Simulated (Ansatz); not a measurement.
Cost and result by functional for the surface energy of the (21-30) surface of hcp Y in its 1x1 cell, outermost plane spacing 0.40 Å in the ideal cut, in Ansatz (plane waves, PAW). Single points on the PBE structure, on one kind of machine; costs are rough ratios of the slab run's core time (references not counted) to the cheapest single point. r2SCAN's cost holds its higher cutoff (500 against 420 eV). Differences are taken against r2SCAN for comparison alone: no measured value is at hand, so the table doesn't rank accuracy.

Slab: 18 atoms, 10.0 Å thick at the start (thin: gaps and levels are the slab's own); k 7x4x1, smearing 0.1 eV, dipole-corrected; all atoms relaxed; symmetry of the start imposed; no spin, no spin-orbit, no U. These notes are the PBE run's.

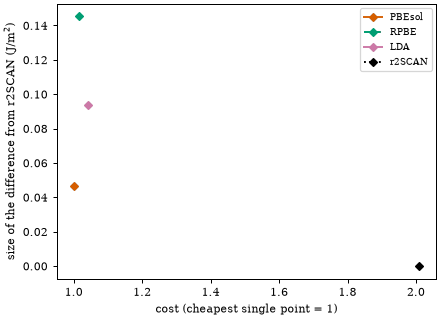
Difference from r2SCAN against cost

```tsv
functional	relative cost	surface energy (J/m²)	less r2SCAN (J/m²)
PBEsol	1	1.13	0.05
RPBE	1	0.94	-0.15
LDA	1	1.18	0.09
r2SCAN	2	1.08	0.00
PBE (the relaxed run's value)	–	1.03	-0.06
```

The values span 0.24 J/m², while the single points' costs differ by a factor of roughly 2. Differences are of unrounded values.

Ansatz is a quantum-chemistry and plane-wave program.
